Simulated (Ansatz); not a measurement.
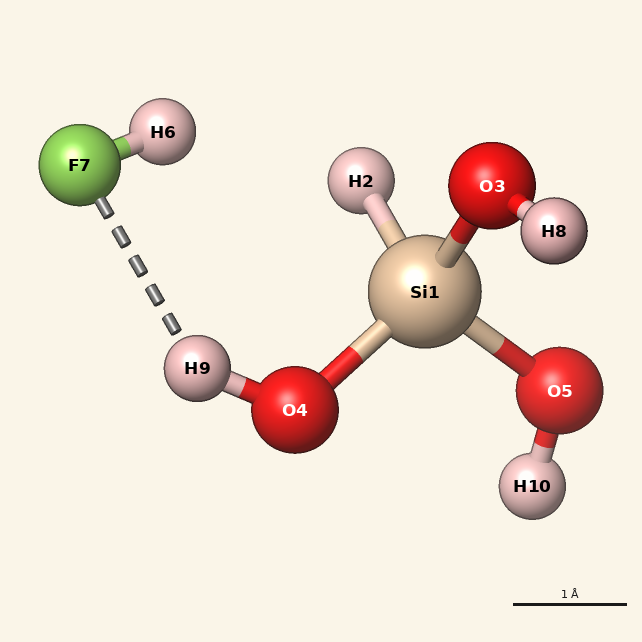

Broken lines mark hydrogen bonds. The computed structure is the end point of a PBE0-D4/def2-TZVP optimisation.

Tabulate the hydrogen bonds (donors O, N, F, S, Cl) with their geometry.

| D–H···A | D–H (Å) | H···A (Å) | angle (°) | kind |
| --- | --- | --- | --- | --- |
| O4–H9···F7 | 0.96 | 2.19 | 135 | intermolecular |
